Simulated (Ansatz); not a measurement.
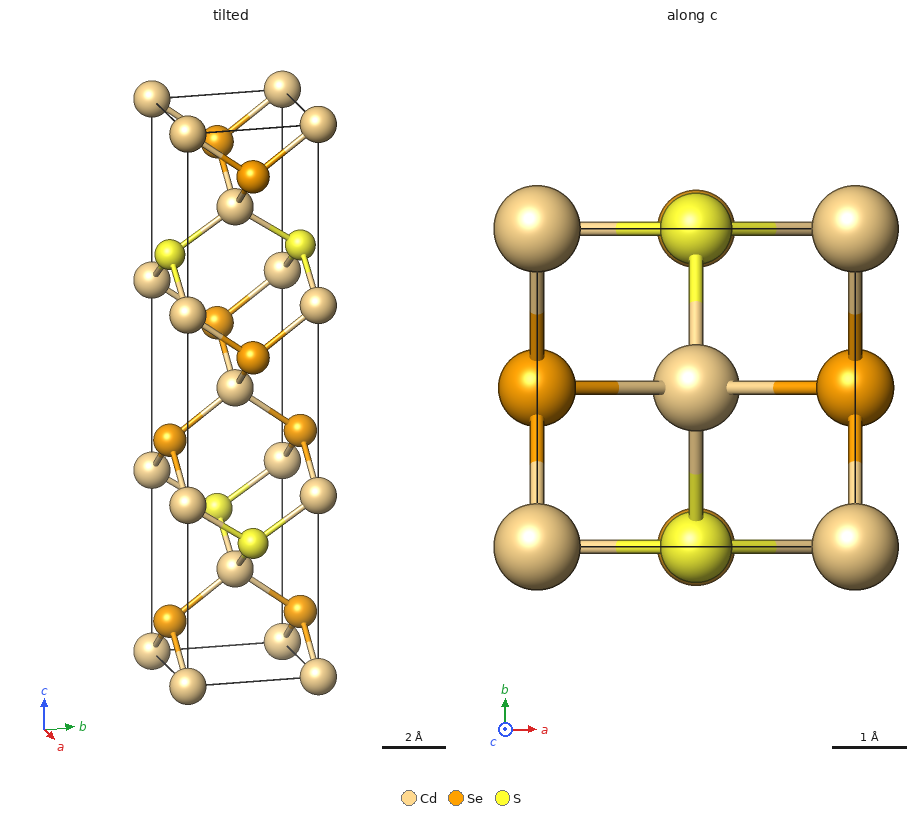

Shown here is a ball-and-stick view of the crystal, taken slightly off an axis and along the c axis. The conventional unit cell is drawn as a box.

Cd$_{3}$Se$_{2}$S, space group I-4m2 (No. 119), a = 4.319 Å, b = 4.319 Å, c = 18.300 Å, α = 90.00°, β = 90.00°, γ = 90.00°. Its origin is a structure type filled with these elements by a generator (whether the compound takes this form wasn't checked). Earlier steps of the study, as a rule a relaxation of our own, may have changed the cell and positions, so they can lie some per cent off the listed ones. It was the input of a calculation with Ansatz.

This one geometry was computed with Ansatz (DFT, plane waves, PAW) at three levels of theory: r2SCAN, LDA and PBE.

Which level gives the highest pressure at this volume, and what does that say about its equilibrium volume?

Highest: PBE (0.0 GPa), which points to the largest equilibrium volume. Lowest, with the smallest volume: LDA (-4.5 GPa). Levels within 0.5 GPa of each other can't be told apart.

How does the band gap change with the level of theory?

LDA: a gap of 0.36 eV, direct; PBE: a gap of 0.63 eV, direct; r2SCAN: a gap of 1.09 eV, direct.

Collect the results in a table.

| level | cutoff (eV) | k-mesh of the run's cell | gap (eV) | pressure (GPa) |
| --- | --- | --- | --- | --- |
| r2SCAN | 500 | 10×10×10 | 1.09 | -1.5 |
| LDA | 420 | 10×10×10 | 0.36 | -4.5 |
| PBE | 420 | 10×10×10 | 0.63 | 0.0 |

Gaps are taken on the k-mesh or band path of each run.
